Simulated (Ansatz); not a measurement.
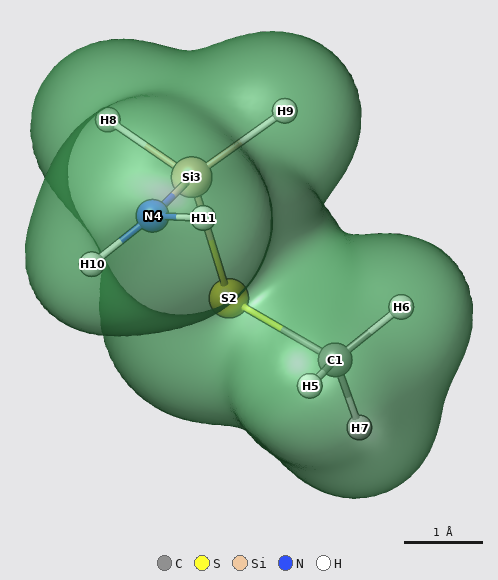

CH₇NSSi (SMILES CS[SiH2]N). Isosurface of the electron density at 0.05 e/Å³ (green), seen at an oblique angle.

Geometry: PBE0-D4/def2-TZVP.

Computed with RKS PBE0-D4/def2-TZVPP in Ansatz.

Input

```
crystal:
  periodic: [false, false, false]
  atoms:
    - {symbol: C, position_ang: [-0.800625, 1.649638, -0.274704]}
    - {symbol: S, position_ang: [-1.465920, 0.287890, 0.723824]}
    - {symbol: Si, position_ang: [0.271741, -0.940154, 0.846135]}
    - {symbol: N, position_ang: [0.897551, -1.519712, -0.636787]}
    - {symbol: H, position_ang: [-0.420124, 1.282496, -1.227925]}
    - {symbol: H, position_ang: [-0.011285, 2.177645, 0.261147]}
    - {symbol: H, position_ang: [-1.620926, 2.340681, -0.465904]}
    - {symbol: H, position_ang: [-0.180264, -2.055455, 1.713670]}
    - {symbol: H, position_ang: [1.392139, -0.177744, 1.456754]}
    - {symbol: H, position_ang: [0.339149, -2.049495, -1.285037]}
    - {symbol: H, position_ang: [1.663762, -1.052789, -1.090573]}
basis:
  gaussian: {orbitals: def2-TZVPP}
hamiltonian: {xc: pbe0, dispersion: d4}
output: {orbitals: {seedname: orbitals}}
```

Command:

```sh
ansatz run in.yaml --threads 4 --pin off --events-out ev --progress --plain --max-ram 10444MiB
```

Q: Which contacts does the surface bridge?

A: At this value the surface is in one piece. It bridges the sampled Si–N (1.71 Å), C–S (1.81 Å), Si–S (2.13 Å) and N–H (1.01 Å) contacts, where the density stays above the isovalue. On the grid the lowest density along these lines, outside the cores, is 0.96 e/Å³ (Si–N, 1.71 Å), 1.2 e/Å³ (C–S, 1.81 Å), 0.68 e/Å³ (Si–S, 2.13 Å) and 2.3 e/Å³ (N–H, 1.01 Å).
